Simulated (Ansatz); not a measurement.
## A computed series for hypothetical R-3m LuAgSe2: response to strain

Consider LuAgSe₂ (space group R-3m, No. 166; a = 4.035 Å, c = 18.981 Å (hexagonal axes); a hypothetical phase, not in the database extracts checked).

Strains are applied to the cell and any free atomic positions relax.

Calculations: PBEsol (Ansatz, a first-principles code, PAW, no SOC).

Notes on the quantities. energy relative to the base: free energy F.

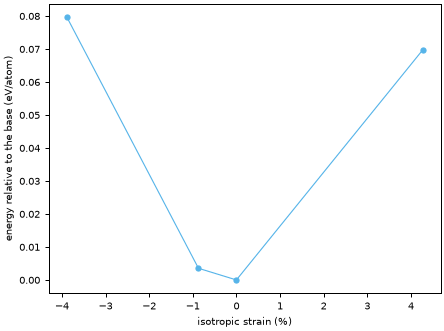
Energy relative to the base against isotropic strain

Problem. From the plot, what is the energy relative to the base for isotropic strain +4.27 %?

Solution. About 0.070 eV/atom.

Problem. Is the trend monotonic over the range shown?

Solution. No, it turns within the range, spanning 0 meV/atom to +80 meV/atom.

Stability against distortions was not tested.
